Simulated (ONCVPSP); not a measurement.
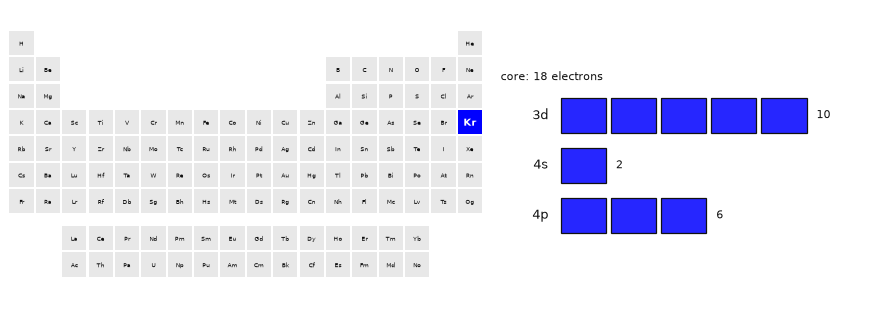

Figure 1. Left, the place of krypton in the periodic table; right, the valence shells of the reference configuration: a box for each of the 2l + 1 orbitals, shaded by the share of the shell that is filled, with the electron count at the right.

## Pseudopotential generation for Kr

- system: krypton (Kr, Z = 36), core [Ar], reference valence 3d10 4s2 4p6, valence charge 18.
- method: ONCV potential, PBE, scalar-relativistic, made with ONCVPSP 4.0.1

## Input file
```
# ATOM AND REFERENCE CONFIGURATION
# atsym  z   nc   nv     iexc    psfile
  Kr 36.00    5    3        4      upf
#
#   n    l    f
    1    0    2.00
    2    0    2.00
    2    1    6.00
    3    0    2.00
    3    1    6.00
    3    2   10.00
    4    0    2.00
    4    1    6.00
#
# PSEUDOPOTENTIAL AND OPTIMIZATION
# lmax
    2
#
#   l,   rc,      ep,       ncon, nbas, qcut
    0    1.35    0.00    4    7    4.30
    1    1.30    0.00    4    7    6.70
    2    0.55    0.00    5    8   20.00
#
# LOCAL POTENTIAL
# lloc, lpopt,  rc(5),   dvloc0
    4    3    0.45    0.00
#
# VANDERBILT-KLEINMAN-BYLANDER PROJECTORs
# l, nproj, debl
    0    1    2.30
    1    3    0.40
    2    3    0.50
#
# MODEL CORE CHARGE
# icmod, fcfact, rcfact
    3    2.25    1.80
#
# LOG DERIVATIVE ANALYSIS
# epsh1, epsh2, depsh
   -4.00    5.00    0.02
#
# OUTPUT GRID
# rlmax, drl
    6.00    0.01
#
# TEST CONFIGURATIONS
# ncnf
    4
# nvcnf
#   n    l    f
    3
    3    2   10.00
    4    0    2.00
    4    1    5.00
#
    3
    3    2   10.00
    4    0    2.00
    4    1    4.00
#
    3
    3    2   10.00
    4    0    2.00
    4    1    3.00
#
    3
    3    2    9.00
    4    0    2.00
    4    1    6.00
#
```

Run as:
```bash
oncvpsp.x < Kr.dat > Kr.out
```

## The program's output (extracts)
```
ONCVPSP  (Optimized Norm-Conservinng Vanderbilt PSeudopotential)
scalar-relativistic version 4.0.1

#   n    l    f        energy (Ha)
    1    0    2.00    -5.2032028E+02
    2    0    2.00    -6.8518086E+01
    2    1    6.00    -6.0579984E+01
    3    0    2.00    -9.7006950E+00
    3    1    6.00    -7.1731145E+00
    3    2   10.00    -2.9914478E+00
    4    0    2.00    -8.4703761E-01
    4    1    6.00    -3.3983738E-01

Reference configufation results
  iterations    24
  all-electron total energy (Ha)   -2.79026522D+03

Begin loop to  construct optimized pseudo wave functions
and semi-local pseudopoentials for all angular momenta

Calculating optimized projector #   1

 for l=   0

    Fraction of norm inside rc  0.379620
    Optimizing pswf for qcut=   4.31 a_B^-1,  ecut=   9.28 Ha
    Residual kinetic energy error=  1.64D-02 Ha

    Energy error per electron        Cutoff
         Ha          eV             Ha
         0.01000     0.27211       10.54
         0.00100     0.02721       46.72
         0.00010     0.00272       62.06
         0.00001     0.00027       71.33

   Wellstate for l =  1  n =  5
     eigenvalue =   0.0602
     asymptotic potential =   0.5602
     half-point radius = 17.4722

   Wellstate for l =  1  n =  6
     eigenvalue =   0.4602
     asymptotic potential =   0.9602
     half-point radius =  9.3765

Calculating optimized projector #   1

 for l=   1

    Fraction of norm inside rc  0.196346
    Optimizing pswf for qcut=   6.71 a_B^-1,  ecut=  22.54 Ha
    Residual kinetic energy error=  3.34D-04 Ha

    Energy error per electron        Cutoff
         Ha          eV             Ha
         0.01000     0.27211        5.44
         0.00100     0.02721       14.10
         0.00010     0.00272       73.05
         0.00001     0.00027       92.50

Calculating optimized projector #   2

 for l=   1

    Fraction of norm inside rc  0.013789
    Optimizing pswf for qcut=   6.71 a_B^-1,  ecut=  22.54 Ha
    Residual kinetic energy error=  3.87D-05 Ha

    Energy error per electron        Cutoff
         Ha          eV             Ha
         0.01000     0.27211        2.36
         0.00100     0.02721        9.42
         0.00010     0.00272       17.90
         0.00001     0.00027       94.16

Calculating optimized projector #   3

 for l=   1

    Fraction of norm inside rc  0.031427
    Optimizing pswf for qcut=   6.71 a_B^-1,  ecut=  22.54 Ha
    Residual kinetic energy error=  3.73D-04 Ha

    Energy error per electron        Cutoff
         Ha          eV             Ha
         0.01000     0.27211        3.85
         0.00100     0.02721       17.46
         0.00010     0.00272       56.97
         0.00001     0.00027      115.89

WARNING wellstate: negative energy specified for n= 4 l=  2
WARNING scattering state with energy  0.25000000
WARNING will be used for the first projector

   Wellstate for l =  2  n =  4
     eigenvalue =   0.2500
     asymptotic potential =   0.7500
     half-point radius =  6.3089

   Wellstate for l =  2  n =  5
     eigenvalue =   0.7500
     asymptotic potential =   1.2500
     half-point radius =  5.7799

Calculating optimized projector #   1

 for l=   2

    Fraction of norm inside rc  0.571274
    Optimizing pswf for qcut=  20.00 a_B^-1,  ecut= 199.93 Ha
    Residual kinetic energy error=  4.36D-02 Ha

    Energy error per electron        Cutoff
         Ha          eV             Ha
         0.01000     0.27211      390.84
         0.00100     0.02721      698.67
         0.00010     0.00272      788.31
         0.00001     0.00027      876.61

Calculating optimized projector #   2

 for l=   2

    Fraction of norm inside rc  0.010272
    Optimizing pswf for qcut=  20.00 a_B^-1,  ecut= 199.93 Ha
    Residual kinetic energy error=  1.12D-03 Ha

    Energy error per electron        Cutoff
         Ha          eV             Ha
         0.01000     0.27211      146.62
         0.00100     0.02721      202.78
         0.00010     0.00272      347.11
         0.00001     0.00027      819.33

Calculating optimized projector #   3

 for l=   2

    Fraction of norm inside rc  0.012940
    Optimizing pswf for qcut=  20.00 a_B^-1,  ecut= 199.93 Ha
    Residual kinetic energy error=  1.54D-03 Ha

    Energy error per electron        Cutoff
         Ha          eV             Ha
         0.01000     0.27211      155.88
         0.00100     0.02721      209.18
         0.00010     0.00272      361.21
         0.00001     0.00027      883.42

Construct Vanderbilt / Kleinmman-Bylander projectors

B matrix Hermiticity error, ll=   1
   1   2    9.1476E-06
   1   3   -2.8486E-05
   2   3    3.8869E-06

  Orthonormal projector coefficients -9.4352E+01 -5.0950E+01  8.4509E+00

B matrix Hermiticity error, ll=   2
   1   2    3.6454E-04
   1   3   -4.7948E-04
   2   3    9.6057E-06

  Orthonormal projector coefficients -5.3913E+02 -5.1284E+01 -1.6301E+01

Model core correction analysis
  based on d2Exc/dn_idn_j

d2excae - all-electron derivatives

   -4.340547D-02   -5.896894D-03   -3.434063D-03
   -5.896754D-03   -2.970240D-02   -2.402114D-02
   -3.434047D-03   -2.402133D-02   -2.319000D-02

d2excps - pseudofunction derivatives with no core correction

   -6.992497D-02   -6.204199D-03   -3.281147D-03
   -6.204043D-03   -3.074509D-02   -2.459004D-02
   -3.281171D-03   -2.459041D-02   -2.343208D-02

rms 2nd derivative error    8.852575E-03

rmatch, rhocmatch    0.5955   39.2779

Teter function model core charge with specified parameters

d2excps - pseudofunction derivatives with core correction

   -5.185324D-02   -4.671396D-03   -2.519328D-03
   -4.671251D-03   -2.899322D-02   -2.381808D-02
   -2.519293D-03   -2.381819D-02   -2.315187D-02

rms 2nd derivative error    2.917931E-03

Pseudoatom total energy -177.736198

Diagnostic tests using Vanderbilt-Kleinman-Bylander pseudopotentials
  1 or more projectors used as specified by nproj input data

   l    rcore       rmatch      e in        delta e   norm test  slope test

   0   1.3514204   1.3924525  -0.8470376  -0.0000090   0.9999999   1.0000793

   1   1.3037749   1.3433603  -0.3398374   0.0000060   1.0000527   1.0000348
   1   1.3037749   1.3433603   0.0601626   0.0000192   1.0002080   1.0002080
   1   1.3037749   1.3433603   0.4601626   0.0000228   1.0002247   1.0002247

   2   0.5509261   0.5676534  -2.9914478   0.0001495   1.0004214   1.0005081
   2   0.5509261   0.5676534   0.2500000  -0.0000287   1.0008438   1.0008438
   2   0.5509261   0.5676534   0.7500000  -0.0000761   1.0008717   1.0008717

 Testing for bound ghosts
   n   l    E NL Schr. Eq   E Basis Diag.   E Cutoff

       0                      -24.900089     68.42  WARNING - GHOST(-)
   1   0       -0.847047       -0.841485     68.42

       1                      -21.739194    176.57  WARNING - GHOST(-)
       1                       -8.112059    176.57  WARNING - GHOST(-)
   2   1       -0.339831       -0.305381    176.57

       2                      -12.770042   1458.52  WARNING - GHOST(-)
   3   2       -2.991298       -2.954123   1458.52

 Testing for highly-localized positive-energy ghosts
       l    <radius>/rc     E Basis Diag.   E Cutoff

       2        0.748864      353.889631   1458.52  WARNING - GHOST(+)

Test configuration 0

   n   l     f        eae           eps        diff
   1   0  2.0000 -520.32028468
   2   0  2.0000  -68.51808634
   2   1  6.0000  -60.57998449
   3   0  2.0000   -9.70069501
   3   1  6.0000   -7.17311446
   3   2 10.0000   -2.99144784   -2.99129833    1.50D-04
   4   0  2.0000   -0.84703761   -0.84704662   -9.02D-06
   4   1  6.0000   -0.33983738   -0.33983135    6.03D-06

    Total energies and differences
      AE_ref= -2.79026522D+03  AE_tst= -2.79026522D+03  dif=  0.00D+00
      PS_ref= -1.77736198D+02  PS_tst= -1.77736198D+02  dif=  5.40D-13
      PSP excitation error= -5.40D-13

Test configuration 1

   n   l     f        eae           eps        diff
   1   0  2.0000 -520.76458366
   2   0  2.0000  -68.95881877
   2   1  6.0000  -61.02119185
   3   0  2.0000  -10.13850823
   3   1  6.0000   -7.61084263
   3   2 10.0000   -3.42870704   -3.42582537    2.88D-03
   4   0  2.0000   -1.24880826   -1.24868222    1.26D-04
   4   1  5.0000   -0.71839430   -0.71827815    1.16D-04

    Total energies and differences
      AE_ref= -2.79026522D+03  AE_tst= -2.78974012D+03  dif=  5.25D-01
      PS_ref= -1.77736198D+02  PS_tst= -1.77211043D+02  dif=  5.25D-01
      PSP excitation error= -5.20D-05

Test configuration 2

   n   l     f        eae           eps        diff
   1   0  2.0000 -521.27501550
   2   0  2.0000  -69.46259098
   2   1  6.0000  -61.52582510
   3   0  2.0000  -10.63679031
   3   1  6.0000   -8.10893806
   3   2 10.0000   -3.92592181   -3.91791381    8.01D-03
   4   0  2.0000   -1.69334128   -1.69296543    3.76D-04
   4   1  4.0000   -1.13844009   -1.13803439    4.06D-04

    Total energies and differences
      AE_ref= -2.79026522D+03  AE_tst= -2.78881494D+03  dif=  1.45D+00
      PS_ref= -1.77736198D+02  PS_tst= -1.76285940D+02  dif=  1.45D+00
      PSP excitation error=  2.02D-05

Test configuration 3

   n   l     f        eae           eps        diff
   1   0  2.0000 -521.84340590
   2   0  2.0000  -70.02081894
   2   1  6.0000  -62.08534872
   3   0  2.0000  -11.18657568
   3   1  6.0000   -8.65841565
   3   2 10.0000   -4.47406529   -4.45803978    1.60D-02
   4   0  2.0000   -2.17200596   -2.17129392    7.12D-04
   4   1  3.0000   -1.59208341   -1.59115299    9.30D-04

    Total energies and differences
      AE_ref= -2.79026522D+03  AE_tst= -2.78745248D+03  dif=  2.81D+00
      PS_ref= -1.77736198D+02  PS_tst= -1.74923878D+02  dif=  2.81D+00
      PSP excitation error=  4.22D-04

Test configuration 4

psatom: WARNING lschvkbb convergence error n,l,iter=   2   1  53
ea(ii),et,emin,emax -7.761628E-01 -7.818349E-01 -7.818349E-01 -7.818349E-01
run_config: WARNING for fully non-local PS atom, stg. 1
 WARNING no output for configuration 5
```

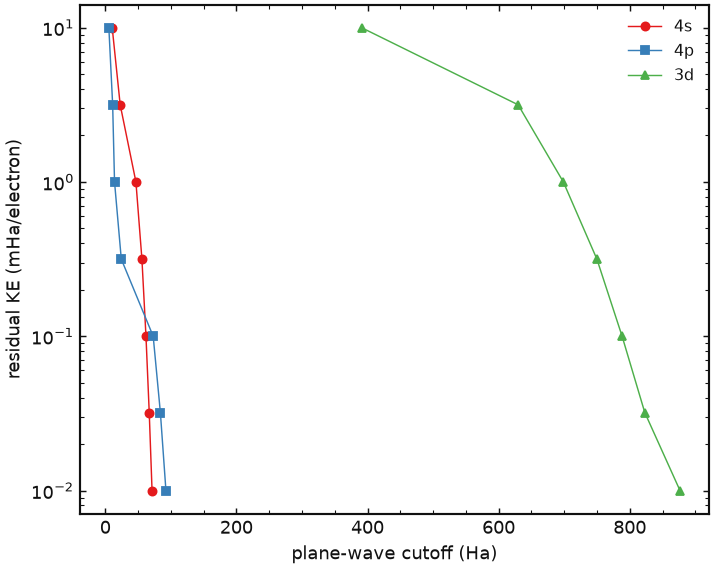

Figure 2. Residual kinetic energy of the pseudo-waves (the first of each channel, and further valence shells) beyond the plane-wave cutoff, as the generator prints it.

- Cutoffs for 1 mHa per electron: 3d: 699 Ha; 4s: 47 Ha; 4p: 14 Ha.
- Hardest wave at 1 mHa per electron: 3d, with rc = 0.55 bohr and qcut = 20 1/bohr. The optimisation minimises, but can't always remove, the kinetic energy above qcut²/2 = 200.0 Ha, and a larger rc would as a rule soften the wave at some cost in transferability.
- Cutoffs for the occupied states: 699 Ha for 1 mHa and 788 Ha for 0.1 mHa per electron. The first is set by 3d. The potential isn't sound: its ghost test gives GHOST(-) flagged for s at -677.6 eV, p at -591.6 eV, p at -220.7 eV, d at -347.5 eV; no localised positive-energy state flagged (flags above 300 eV left out).

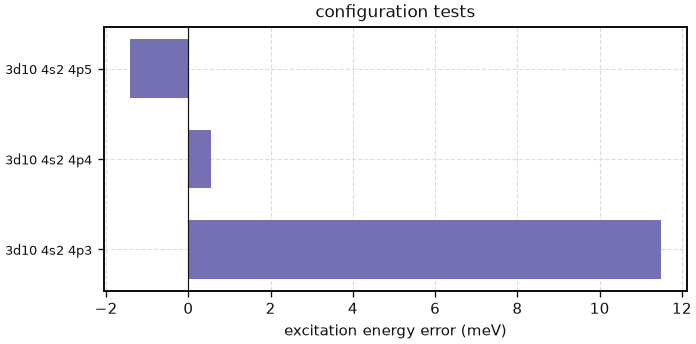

Figure 3. Errors, all-electron minus pseudo, of the energies of valence configurations relative to the unpolarised reference 3d10 4s2 4p6. Not all tests gave a result: 1 of 4 tests not solved.

- Worst configuration: 3d10 4s2 4p3 (charge +3): the error is +11 meV on an all-electron energy of +76.54 eV relative to the reference, or 0.015 %.
- Configurations within 10 meV and within 50 meV: 2 and 3 of 3.

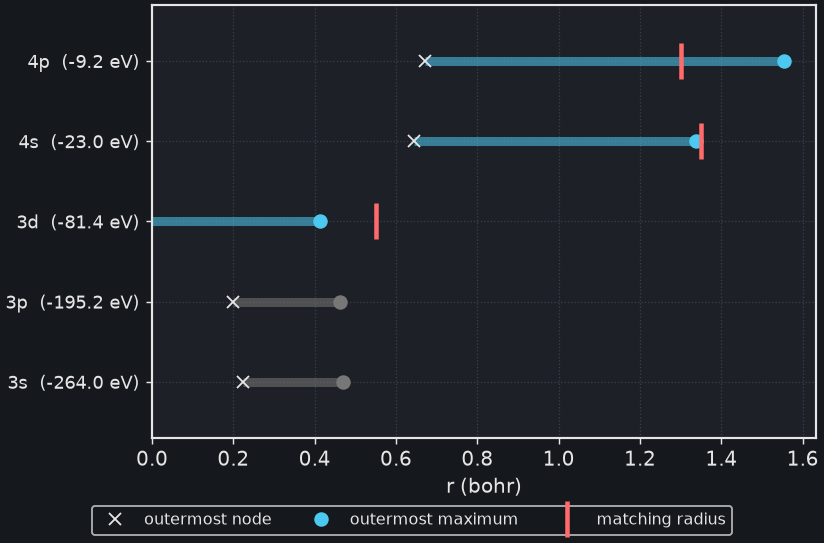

Figure 4. Outer shells of the all-electron reference atom: each bar runs from the outermost node (or the nucleus) to the outermost maximum of u(r); the tick is the radius chosen for the pseudo-wave. Shells without a tick have no pseudo-wave of their own. Levels, nodes and maxima are from ld1.x, scalar-relativistic.

- Radii against the shells: 3d: 0.55 bohr, outside the maximum; 4s: 1.35 bohr, outside the maximum; 4p: 1.30 bohr, between node and maximum.

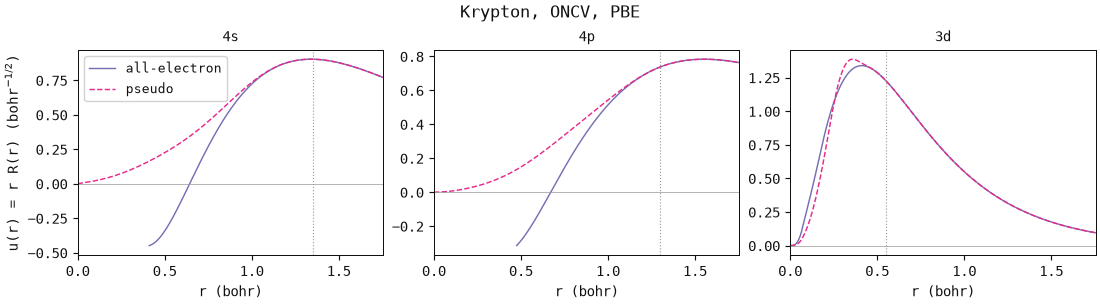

Figure 5. Pseudo-waves (dashed) against the all-electron radial functions (solid). Dotted lines mark the matching radii. The innermost oscillations of some all-electron curves aren't drawn. Pseudo-waves: 4s has no node; 4p has no node; 3d has no node.

## Key numbers

- outcome: generated, with a ghost state
- cutoffs needed: 699 Ha and 788 Ha (the cutoffs at which the residual kinetic energy of the hardest occupied pseudo-wave falls to 1 and 0.1 mHa per electron)
- ghost test: GHOST(-) flagged for s at -677.6 eV, p at -591.6 eV, p at -220.7 eV, d at -347.5 eV; no localised positive-energy state flagged (flags above 300 eV left out)
- configuration tests: 1 of 4 tests not solved
- rms error of d²Exc/dni dnj: 8.85 mHa without and 2.92 mHa with the model core
- largest excitation error among the tests solved: +11 meV (all-electron minus pseudo) for 3d10 4s2 4p3
- range over which the phases arctan(r R′/R) at the test radius agree within 0.05 rad (a looser test near the poles than one of phase shifts): s: up to about 1.7 Ha; p: over the whole range computed; d: over the whole range computed; f: not judged, local potential alone
- hardware: 1 CPU thread, shared host
- wall time: 4.5 s

## Remarks

The potential has a bound ghost state, so it can't be used as it stands. The scattering phases part by more than π/2 and stay apart in s from about 3.7 Ha: a level there is either far displaced or one that only the pseudo-atom has. Warnings of the program, in the generation or the tests: wellstate: negative energy specified for n= 4 l= 2; psatom: WARNING lschvkbb convergence error n,l,iter= 2 1 53.
